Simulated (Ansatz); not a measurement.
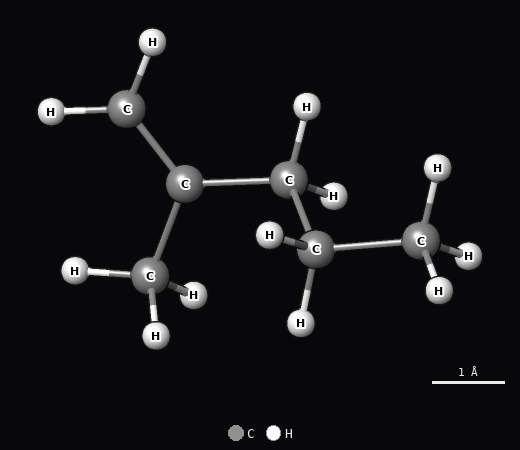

Figure 1. The input geometry (ball-and-stick view, seen at a tilt). Bond lengths as drawn: C–C 1.33 to 1.53 Å and C–H 1.08 to 1.10 Å.

## C6H12 (charge +1): single-point calculation

System: C6H12 (2-methyl-1-pentene), charge +1, multiplicity 2.
Method: PBE/6-31G*, UKS (Ansatz 0.2.0).

The geometry is that of the parent species in another charge or spin state. The geometry comes from this level: PBE0-D4/def2-TZVP.

Input file:
```yaml
crystal:
  periodic: [false, false, false]
  atoms:
    - {symbol: C, position_ang: [-2.125600, 0.536200, 0.996930]}
    - {symbol: C, position_ang: [-1.015930, -0.164590, 0.784520]}
    - {symbol: C, position_ang: [-0.376360, -0.975490, 1.867760]}
    - {symbol: C, position_ang: [-0.343950, -0.182160, -0.557100]}
    - {symbol: C, position_ang: [1.049140, 0.442910, -0.565910]}
    - {symbol: C, position_ang: [1.671520, 0.442260, -1.950930]}
    - {symbol: H, position_ang: [-2.611640, 0.550520, 1.966590]}
    - {symbol: H, position_ang: [-2.585750, 1.118240, 0.205560]}
    - {symbol: H, position_ang: [-0.964880, -0.951420, 2.785600]}
    - {symbol: H, position_ang: [-0.264360, -2.019450, 1.555830]}
    - {symbol: H, position_ang: [0.628150, -0.608980, 2.099870]}
    - {symbol: H, position_ang: [-0.974660, 0.340120, -1.283240]}
    - {symbol: H, position_ang: [-0.261340, -1.221410, -0.903740]}
    - {symbol: H, position_ang: [1.702550, -0.096780, 0.126800]}
    - {symbol: H, position_ang: [0.979490, 1.468440, -0.187690]}
    - {symbol: H, position_ang: [2.666190, 0.893660, -1.943670]}
    - {symbol: H, position_ang: [1.056380, 1.003940, -2.659530]}
    - {symbol: H, position_ang: [1.771060, -0.576010, -2.337670]}
basis:
  gaussian:
    orbitals: 6-31G_st_-spherical.json
total_charge: 1
magnetization:
  spin_polarized: true
  initial_magnetization: 1
hamiltonian:
  xc: pbe
accuracy: high
output: {orbitals: {seedname: orbitals}}
```

Command:
```bash
ansatz run in.yaml --threads 1 --pin off --max-ram 3480MiB --events-out events.jsonl --progress --plain --runs-dir runs
```

The program's output:
```
Functional definition: PBE
  name "PBE"
  parameter kappa = 0.804
  parameter beta = 0.06672455060314922
  exchange = pbe_x(kappa = kappa, mu = beta*pi^2/3)
  correlation = pbe_c(beta = beta)
2822 factors; integrals over basis functions are off by at most 1.4e-8 eV
mean field evaluation 1: about -6380.1770 eV, gradient 6.1e1 eV
mean field evaluation 2: about -6337.9514 eV, gradient 1.0e2 eV
mean field evaluation 4: about -6399.3334 eV, gradient 4.6e0 eV
mean field evaluation 8: about -6399.4298 eV, gradient 2.6e-1 eV
mean field evaluation 16: about -6399.4303 eV, gradient 3.9e-4 eV
mean field evaluation 32: about -6396.0692 eV, gradient 1.5e1 eV
mean field -6399.43032425 eV, -235.1747267265 hartree, gradient 6.0e-8 eV, S^2 0.751929; 6 other end points of the search recorded, 0 dependent functions left out
reference -6399.43032710 eV, -235.1747268311 hartree; 24, 23 occupied and 84, 85 virtual orbitals, 2822 factors
Total energy: -6399.43032710 eV, -235.1747268311 hartree
```

Results in brief:

```csv
quantity,value
outcome,converged
total energy,−235.174727 hartree
basis functions,108
⟨S²⟩,0.752
SCF solution under orbital rotations,stable
HOMO (either spin),−12.31 eV
LUMO (either spin),−11.73 eV
hardware,"1 thread of AMD EPYC (Zen 5), 16 GiB of memory available, shared host"
wall time,9.3 s
peak memory,0.5 GiB
```
